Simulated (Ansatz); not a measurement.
# Redistribution: C2H10Si3 + C2H8OSi → C2H10OSi3 + C2H8Si

Gas-phase species: C2H10Si3 `C=C[SiH]([SiH3])[SiH3]`, singlet; C2H8OSi `CC[SiH2]O`, singlet; C2H10OSi3 `C=C[Si](O)([SiH3])[SiH3]`, singlet; C2H8Si `CC[SiH3]`, singlet. The partners trade H for OH; both sit on Si, so the bond types are kept.

Shapes, held fixed at every level: PBE0-D4/def2-TZVP. Flexible molecules stand in one conformer, not always the lowest. Programs: Ansatz 0.2.0. Electronic energies: no zero-point or thermal term.

| level | kind | ΔE (kJ/mol) | less CCSD(T)/CBS estimate |
| --- | --- | --- | --- |
| HF/def2-TZVPP | Hartree–Fock | +14.3 | +1.6 |
| r2SCAN-D4/def2-TZVPP | meta-GGA | +10.7 | -2.0 |
| wB97M-V/def2-TZVPP | range-separated hybrid | +11.2 | -1.5 |
| wB97X-V/def2-TZVPP | range-separated hybrid | +10.7 | -2.0 |
| MP2/def2-TZVPP | perturbation theory | +13.4 | +0.7 |
| CCSD(T)/def2-TZVPP | coupled cluster or CI | +12.2 | -0.5 |
| CCSD/def2-TZVPP | coupled cluster or CI | +12.8 | +0.1 |
| CCSD(T)/CBS estimate | coupled cluster or CI | +12.7 | 0.0 |

The highest level, CCSD(T)/CBS estimate, gives ΔE = +12.7 kJ/mol; the levels span +10.7 to +14.3. The column of differences is taken from that level and isn't an error. No measured value is set beside it here. The CBS estimate extrapolates MP2 from def2-TZVPP and def2-QZVPP and adds CCSD(T) − MP2 in the triple-zeta set, cores frozen.

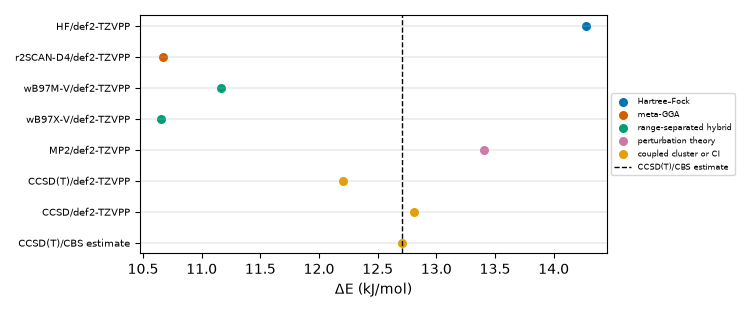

The values of the table, level by level.
